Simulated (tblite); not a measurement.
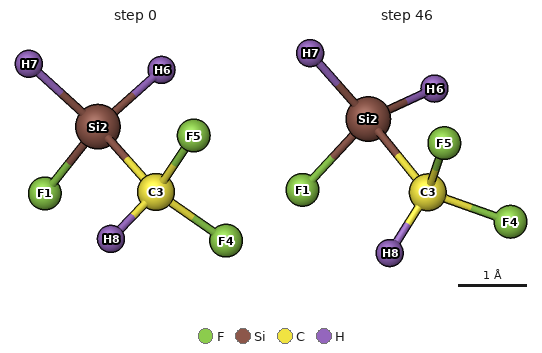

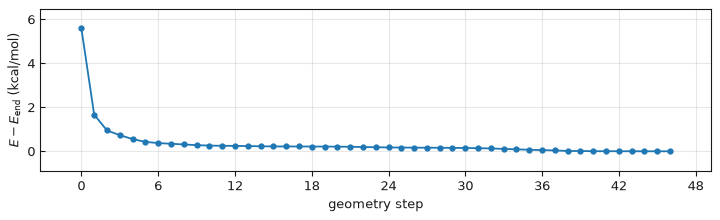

First and last geometry of a relaxation of CH3F3Si, with the history of the run. A ball-and-stick model, seen from a free direction.

Method: GFN2-xTB geometry optimisation, gas phase (tblite 0.8.0). 

Read the history and describe the run.

It converged. The largest move after the best rigid fit is that of F5, 0.37 Å. By element the largest moves are F 0.37 Å, H 0.35 Å, Si 0.13 Å, C 0.01 Å. Near-neighbour distances that change, for instance: Si2–C3 1.821 → 1.937 Å, Si2–H6 1.498 → 1.449 Å, Si2–H7 1.490 → 1.450 Å, C3–F4 1.352 → 1.363 Å. Among the angles between lasting bonds that change: H6–Si2–H7 106.9° → 119.6°, F1–Si2–C3 110.5° → 103.5°, C3–Si2–H7 112.1° → 108.9°. Groups turn about Si2–C3 by about 30°. The energy falls by 5.59 kcal/mol in 46 geometry steps. The run took 0.27 s on 1 thread of Arm Neoverse N1, on a shared host.
